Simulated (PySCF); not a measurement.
Input

```
{"job": {"kind": "nmr", "xc": "PBE0", "basis": "pcSseg-1", "pop": false}, "charge": 0, "multiplicity": 1}
C      2.617081     0.299856     0.021861
C      1.266812    -0.313163     0.042799
N      1.076764    -1.640234     0.043441
N     -0.351081    -1.815570     0.034733
C     -0.803688    -0.561610     0.029991
O     -2.132164    -0.359930    -0.005427
C     -2.633509     0.910850     0.027185
F     -2.296337     1.546203     1.134857
F     -3.944727     0.791670    -0.017228
F     -2.232960     1.623709    -1.012303
N      0.121714     0.378570     0.104156
H      3.388565    -0.479514     0.015007
H      2.756418     0.938707     0.906100
H      2.734138     0.939009    -0.865729
H      0.434413    -2.225815    -0.825851
```

Launched as:

```sh
OMP_NUM_THREADS=1 python ens_run.py task.json out
```

Geometry: PBE0-D3(BJ)/def2-SVP.

All numbers below come from PBE0/pcSseg-1, SCF density, gas phase, non-relativistic in PySCF 2.14.0.

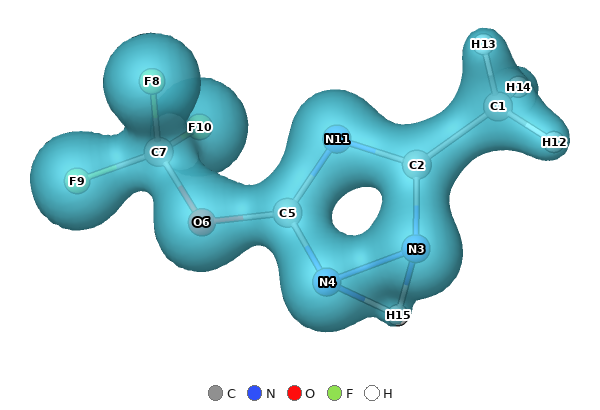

C4H4F3N3O. Isosurface of the electron density at 1 e/Å³ (cyan), seen at a tilt.

What does this surface tell about the bonding?

At this value the surface is in one piece. It bridges the sampled C–F (1.32 Å), C–N (1.32 Å), C–O (1.34 Å) and N–N (1.44 Å) contacts, where the density stays above the isovalue. On the grid the lowest density along these lines, outside the cores, is 2.1 e/Å³ (C–F, 1.32 Å), 2.5 e/Å³ (C–N, 1.32 Å), 2 e/Å³ (C–O, 1.34 Å) and 2 e/Å³ (N–N, 1.44 Å).
